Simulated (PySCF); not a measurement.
C3H14N2OSi3 (SMILES CN[SiH2]NC(=O)[SiH2]C[SiH3])

Input

```
{"job": {"kind": "nmr", "xc": "PBE0", "basis": "pcSseg-1"}, "charge": 0, "multiplicity": 1}
C      3.698122     1.031875    -0.925361
N      2.505373     0.288282    -0.589244
Si     2.067943    -0.069942     1.026693
N      0.699640    -1.180331     0.956711
C     -0.443686    -0.657569     0.506946
O     -0.424391     0.519193     0.140746
Si    -2.075841    -1.643548     0.438195
C     -3.203253    -0.545299    -0.590945
Si    -2.588563     1.249925    -0.916912
H      3.557597     2.114336    -0.846474
H      4.008891     0.794653    -1.944188
H      4.493124     0.743453    -0.241658
H      1.744249     0.510886    -1.216024
H      3.145822    -0.890669     1.583376
H      1.690656     1.011360     1.938500
H      0.709641    -2.136574     1.263778
H     -1.767288    -2.962974    -0.134820
H     -2.499512    -1.838334     1.831330
H     -4.184929    -0.480874    -0.121581
H     -3.377652    -1.007857    -1.563022
H     -3.765959     1.840926    -1.603781
H     -2.453165     2.025844     0.308351
H     -1.541570     1.310221    -1.931419
```

Run with:

```sh
OMP_NUM_THREADS=1 python probes_run.py task.json out
```

Geometry: GFN2-xTB.

Level of theory: PySCF 2.14.0, PBE0/pcSseg-1, SCF density, gas phase, non-relativistic.

What will maps of the electron density and electron localisation function show?

Answer. C–O (1.23 Å): ρ is about 3.1 e/Å³ halfway; the ELF peaks at about 0.85 between the atoms, as expected for a polar covalent bond.
C–N (1.34 Å): ρ is about 2.4 e/Å³ halfway; the ELF peaks at about 0.90 between the atoms; localised, covalent bonding.
C–Si (1.88 Å): ρ is about 0.93 e/Å³ halfway; the ELF peaks at about 0.95 between the atoms (localised, covalent bonding).
N–H (1.00 Å): the density is about 2.9 e/Å³ at the midpoint; the ELF climbs to about 1 towards the hydrogen, as it does in any bond to H (an ordinary covalent bond to hydrogen).

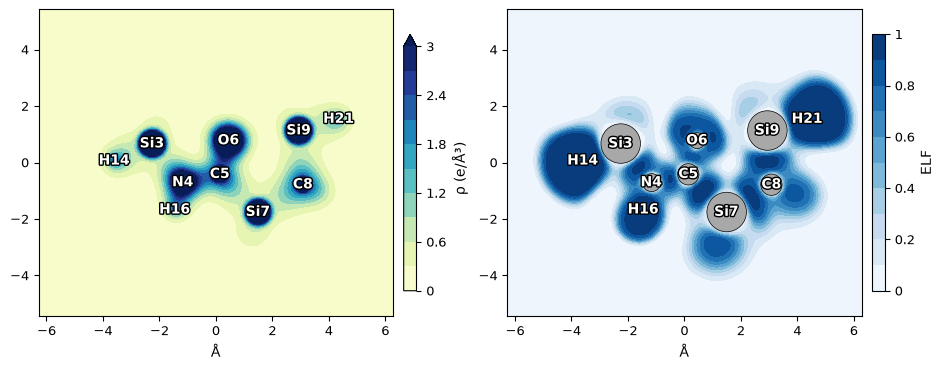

Computed electron density and electron localisation function on the plane of atoms Si3, N4 and H16, in this order. Grey discs cover the atomic cores in the ELF map. 
